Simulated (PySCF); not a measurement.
# In⁺: excitation energy in def2-QZVPPD with ECP28

Each state of indium is computed at each level; their differences give the excitation energy. How far do the methods differ?

The numbers are computed with PySCF 2.14.0 (unrestricted determinants in a Gaussian basis, no spin-orbit coupling in the energies), except any that are marked as measured or tabulated.

### Step 1. The system

```
Element                                   : indium (Z = 49)
Basis                                     : def2-QZVPPD with the def2 core potential (28 electrons)
Hamiltonian                               : a scalar-relativistic core potential
State 1                                   : In⁺: [Kr] 4d10 5s1 5d1, high-spin 3D determinant (an excited configuration)
Needed too, but not shown                 : In⁺ [Kr] 4d10 5s2 (1S)
Methods                                   : CCSD(T)
Core shells frozen in the correlated runs : valence and next inner shell: nothing (for In⁺)
```

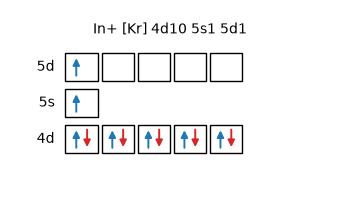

Outer shells as boxes.

The runs were made by one driver on top of PySCF. The scripts below sum up each run's settings (the driver also hands on starting orbitals that pick excited configurations, and frozen orbitals as a list rather than a count), and the logs come from the driver's own runs. The driver starts from symmetry-adapted Hartree-Fock orbitals, holds the occupation by maximum overlap and uses a logarithmic radial grid for functionals, so a plain start would take other cycles.

The integrals over 88 functions and the set-up took 1.5 s of CPU time.

### Step 2. In⁺ [Kr] 4d10 5s1 5d1, at CCSD(T) (valence and next inner shell)

Level: CCSD(T) (valence and next inner shell).

Input file input.py:

```python
from pyscf import gto, scf, dft, mp, cc
import basis_set_exchange as bse
txt = bse.get_basis("def2-QZVPPD", elements=["In"], fmt="nwchem", header=False)
cut = txt.index("\nECP")
mol = gto.M(atom="In 0 0 0", charge=1, spin=2, symmetry="D2h",
            basis=gto.basis.parse(txt[:cut]),
            ecp={"In": gto.basis.parse_ecp(txt[cut:])})
mf = scf.UHF(mol)
mf.irrep_nelec = {'Ag': (4, 3), 'B1g': (2, 1), 'B2g': (1, 1), 'B3g': (1, 1), 'B1u': (1, 1), 'B2u': (1, 1), 'B3u': (1, 1)}
mf.kernel()
mycc = cc.CCSD(mf, frozen=0).run()
mycc.ccsd_t()
```

**Question.** What will these runs give?

**Answer**, as computed:

```
                                  quantity                                                                           value
excitation energy, In⁺ → [Kr] 4d10 5s1 5d1  UHF 11.100, CCSD(T) (valence and next inner shell) 12.593 eV; reference 12.674
```

Each level's miss (mean over 1 difference):

| method | mean absolute miss against the measured value (with the measured fine structure taken into account where it is known) (eV) |
| --- | --- |
| UHF | 1.573 |
| MP2 (valence and next inner shell) | 0.071 |
| SCS-MP2 (valence and next inner shell) | 0.099 |
| CCSD (valence and next inner shell) | 0.187 |
| CCSD(T) (valence and next inner shell) | 0.081 |

**Reading.** MP2 (valence and next inner shell) lands nearest to the measured value (off by 0.07 eV), level with CCSD(T) (valence and next inner shell); UHF misses by most (1.57 eV). In a finite basis a lower level can come nearest by cancelling errors. The basis is finite, and no extrapolation was made.
